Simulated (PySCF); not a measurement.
## Electronic structure of C6H10ClFSi in real space

```xyz
19

C     2.5486    0.0151   -0.7736
C     1.3499    0.7634   -0.2032
C     0.3517   -0.1576    0.5178
C    -0.3414   -1.0936   -0.4366
C    -1.6608   -1.0357   -0.5250
Cl   -2.5676   -2.0530   -1.5975
C    -2.4411   -0.0788    0.3218
Si   -1.0919    0.7850    1.3446
F    -1.0387    2.3618    0.9828
H     3.0620   -0.5379    0.0107
H     2.2421   -0.6849   -1.5463
H     3.2540    0.7159   -1.2144
H     0.8318    1.2914   -1.0054
H     1.7043    1.5125    0.5082
H     0.9205   -0.7583    1.2349
H     0.2463   -1.7772   -1.0274
H    -3.1723   -0.6234    0.9189
H    -3.0064    0.6083   -0.3098
H    -1.2008    0.7564    2.7919
```

Geometry: GFN2-xTB.

All numbers below come from PBE0/pcSseg-1, SCF density, gas phase, non-relativistic (PySCF).

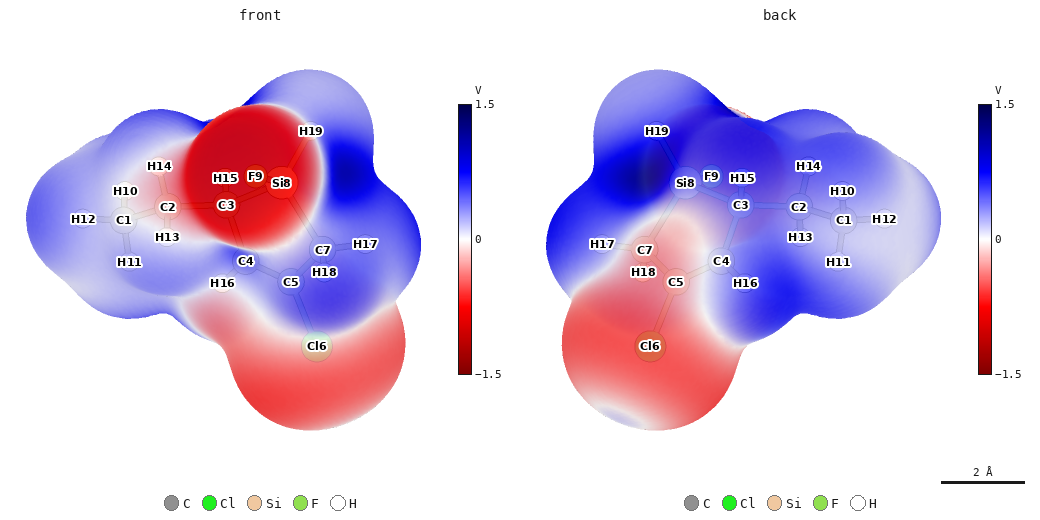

Figure 1. The electrostatic potential painted on the density surface at 0.001 e/bohr³, seen from the front and from behind; red is negative and blue positive.

> Which sites attract a positive test charge, and which a negative one?

A positive charge is drawn to the negative regions and a negative charge to the positive ones. The most negative region (about −0.9 V, or −21 kcal/mol for a unit charge) lies over F9, the most positive (about +1.1 V, or +25 kcal/mol for a unit charge) over Si8.

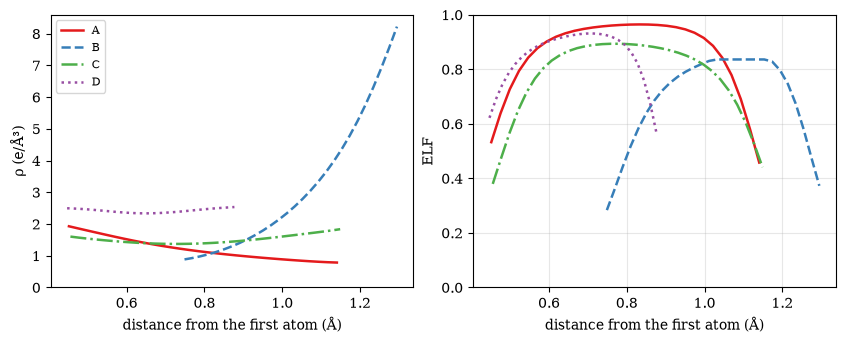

Figure 2. Total electron density and electron localisation function along straight lines between neighbouring atoms. The curves leave out the atomic cores.

> Which curve belongs to which contact (C–C, C–Cl, C–Si and Si–F)? The first atom named is at distance zero.

Curve A: C–Si (1.90 Å): ρ at the midpoint is about 0.94 e/Å³; the ELF peaks at about 0.95 between the atoms, as expected for a covalent bond. Curve B: Si–F (1.62 Å): the density is about 1 e/Å³ at the midpoint; the ELF peaks at about 0.85 in the valence shell of F, 0.6 Å from its nucleus, and is about 0.50 at the midpoint. Curve C: C–Cl (1.73 Å): the density is about 1.4 e/Å³ at the midpoint; the ELF peaks at about 0.90 between the atoms, as expected for a covalent bond. Curve D: C–C (1.32 Å): ρ is about 2.3 e/Å³ halfway; the ELF peaks at about 0.95 between the atoms; a multiple bond.
